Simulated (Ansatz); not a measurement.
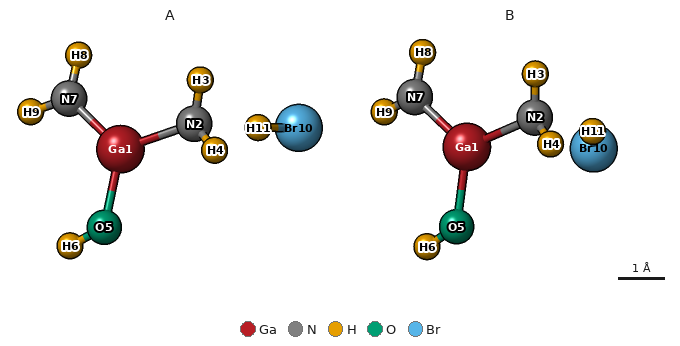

Two geometries of GaN2H6OBr, drawn at one scale. One is the start of a relaxation, the other its converged end. The picture is a ball-and-stick view, seen at a tilt.

These are results of RHF/def2-SVP in Ansatz, not measurements. Settings: no spin polarisation; force threshold 0.03 eV/Å; at most 50 steps.

> Which one is relaxed?

Structure A is the relaxed one. The run prepares an end point of a later path (reaction) calculation, from a guessed geometry. The energy falls by 0.158 eV in 12 accepted moves (13 points after the start). Largest force component: 1.2 eV/Å at the start, 0.0075 eV/Å at the end. The line search rejected the trial step at point 5 of the run. The atom that moves furthest after the best rigid fit is Br10 (1.14 Å). By element the largest moves are Br 1.14 Å, H 0.47 Å, N 0.32 Å, O 0.31 Å, Ga 0.15 Å. Among the contacts that change: Br10–H11 1.494 → 1.428 Å, Ga1–N2 1.894 → 1.838 Å.

Limits of the set-up: the start holds two separate molecules, 2.3 Å apart at their closest, whose relative position is a soft coordinate and is computed without a dispersion correction; Hartree-Fock leaves out electron correlation.
